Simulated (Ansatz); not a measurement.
**C$_{2}$H$_{4}$BIn: density, localisation and related maps**

Input file:

```
crystal:
  periodic: [false, false, false]
  atoms:
    - { symbol: B, position_ang: [-0.40292, 0.99073, -0.36515] }
    - { symbol: C, position_ang: [0.6086, -0.11546, 0.11123] }
    - { symbol: C, position_ang: [1.26049, -1.05009, 0.55064] }
    - { symbol: In, position_ang: [-1.33606, -1.80039, 0.1531] }
    - { symbol: H, position_ang: [-0.51773, 1.80492, 0.49964] }
    - { symbol: H, position_ang: [-0.10242, 1.42961, -1.43043] }
    - { symbol: H, position_ang: [2.02546, -1.65748, 0.96744] }
    - { symbol: H, position_ang: [-1.53543, 0.39816, -0.48647] }
basis:
  gaussian: { orbitals: def2-mTZVP }
hamiltonian:
  xc: b3lyp
  dispersion: d4
relax:
  f_tol: 0.02
  max_steps: 50
output:
  orbitals: {}
```

Run with:

```sh
ansatz run input.yaml --threads 2 --pin off --max-ram 3072MiB --backend cpu --events-out ev --progress --plain --runs-dir out
```

The fields are those of the run's last geometry, not of the input's.

Core potentials replace the inner electrons of In.

Computed with Ansatz 0.2.0, RKS B3LYP-D4/def2-mTZVP.

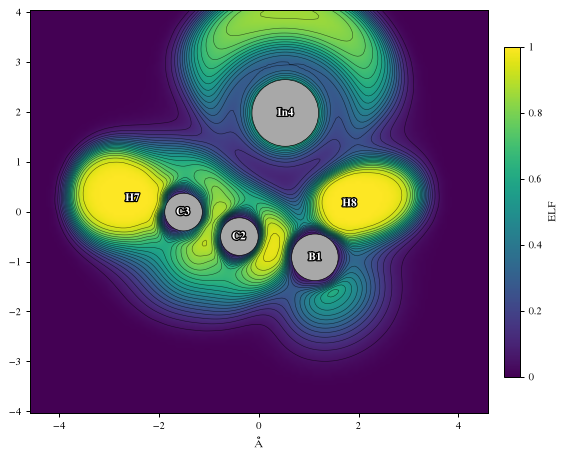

Figure 1. ELF on the plane of atoms B1, C2 and In4. Grey discs cover the atomic cores.

Question: Read the bonding off the picture.

Answer: The section cuts through B, C, In and H sites.
In4···H8 (2.22 Å): the ELF dips to about 0.15 between them.
C–C (1.22 Å): the ELF peaks at about 0.85 between the atoms: a multiple bond.
C–B (1.57 Å): the ELF peaks at about 0.95 between the atoms, as expected for a shared electron pair.
C–In (2.64 Å): the ELF peaks at about 0.65 in the valence shell of C, 0.8 Å from its nucleus, and drops to about 0.10 between the two atoms.
C–H (1.06 Å): the ELF climbs to about 1 towards the hydrogen, as it does in any bond to H: an ordinary covalent bond to hydrogen.

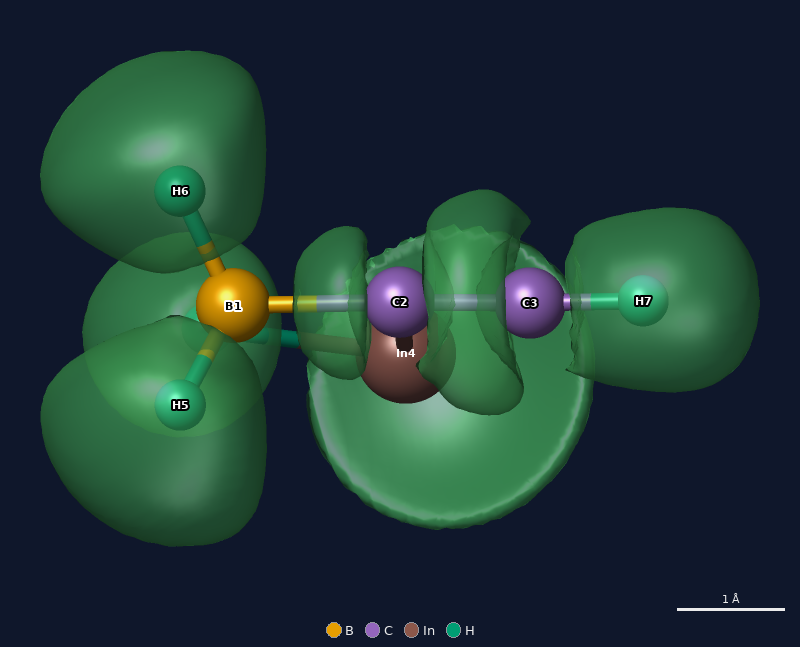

Figure 2. Isosurface of the ELF at 0.75 (green), seen from one side. Only the valence region is drawn (cores and ρ < 0.01 e/Å³ removed).

Question: Describe the localisation domains.

Answer: At this value the surface marks out one region between bonded B–C atoms (shared pairs), one region between bonded C–C atoms (shared pairs), four regions around hydrogen nuclei and one lobe on In, pointing away from the bonds (lone pairs).

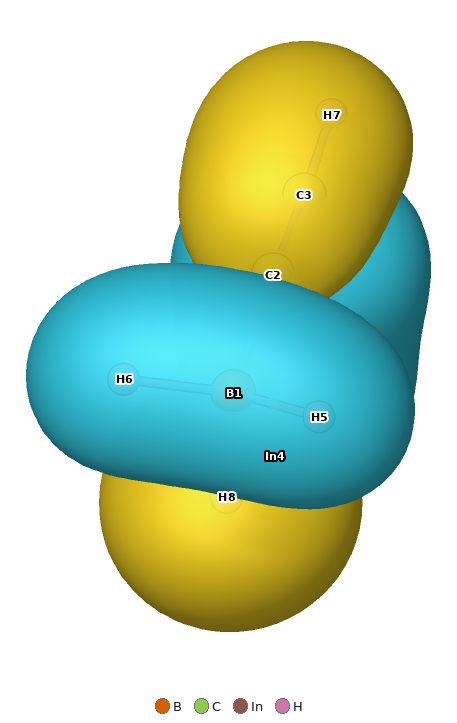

Figure 3. The HOMO−1 at ±0.06 Å⁻³ᐟ² (yellow and cyan are the two phases), seen at an oblique angle.

Question: Describe this orbital and give its energy.

Answer: By Hirshfeld shares it lies mainly on C3 (about 20 %), B1 (about 20 %), H8 (about 15 %), In4 (about 15 %), C2 (about 10 %), H5 (about 10 %) and H6 (about 10 %). Its energy is −7.67 eV.
